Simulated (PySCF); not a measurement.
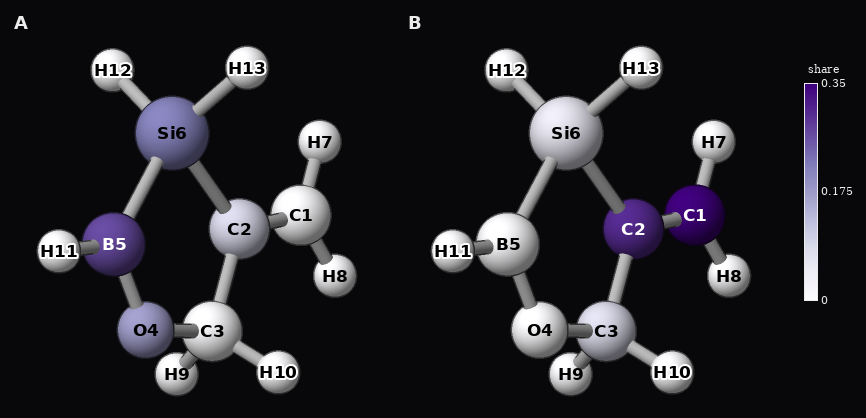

Each panel colours the atoms by their Löwdin share in one orbital (up to four of the largest shares; other atoms are shown as zero). Computed geometry: GFN2-xTB optimisation. No frequency run is at hand to confirm it as a minimum. Level of theory: B3LYP/def2-SVPD (PySCF 2.14.0).

Question: The panels show the HOMO, LUMO, in some order. Which is which?

Answer: A: LUMO, −1.56 eV; B5 0.27, Si6 0.21, O4 0.17, C2 0.09
B: HOMO, −7.35 eV; C1 0.35, C2 0.30, C3 0.08, Si6 0.06

The geometry is semi-empirical. Around B, Si such bond lengths and angles can be off by a tenth of an ångström or more and by several degrees, and values that hang on the shape move with them.
